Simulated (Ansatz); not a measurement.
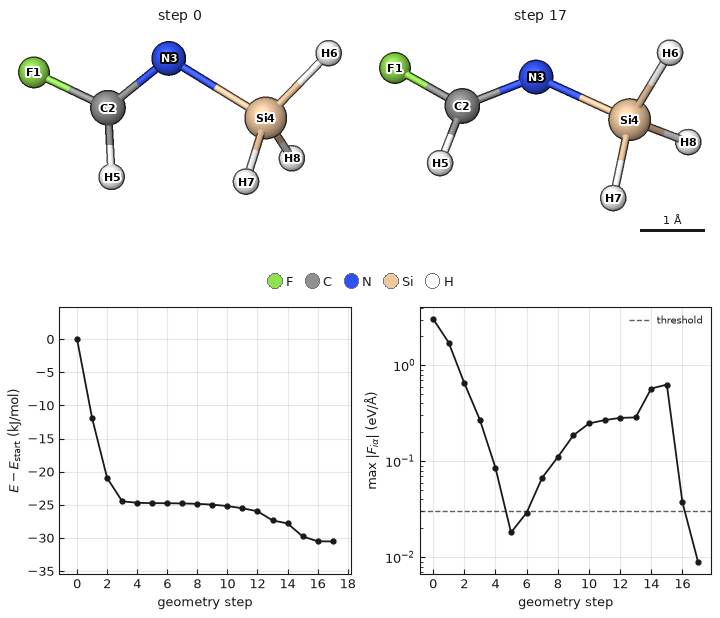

First and last geometry of a relaxation of CH$_{4}$FNSi (coarse preliminary run), with the history of the run. Style: ball-and-stick. Shown at a tilt.

The start comes from a force field.

All numbers below come from RKS PBE-D4/def2-SVP (Ansatz). Settings: force threshold 0.03 eV/Å; at most 200 steps.

> Did the run converge, and what did it change?

It converged. The atom that moves furthest after the best rigid fit is H5 (0.97 Å). By element the largest moves are H 0.97 Å, N 0.58 Å, F 0.22 Å, Si 0.13 Å, C 0.11 Å. Among the contacts that change: N3–Si4 1.818 → 1.758 Å, C2–N3 1.303 → 1.253 Å, Si4–H7 1.463 → 1.512 Å, Si4–H8 1.454 → 1.500 Å. Bond angles that change, for instance: C2–N3–Si4 111.5° → 126.6°, F1–C2–H5 114.9° → 109.0°, N3–Si4–H7 107.2° → 112.6°. Groups turn about N3–Si4 by about 60°. Over 17 geometry steps the energy falls by 30.5 kJ/mol. Largest force component: 3 eV/Å at the start, 0.009 eV/Å at the end. The forces were under the threshold at step 5, but the run went on from there.
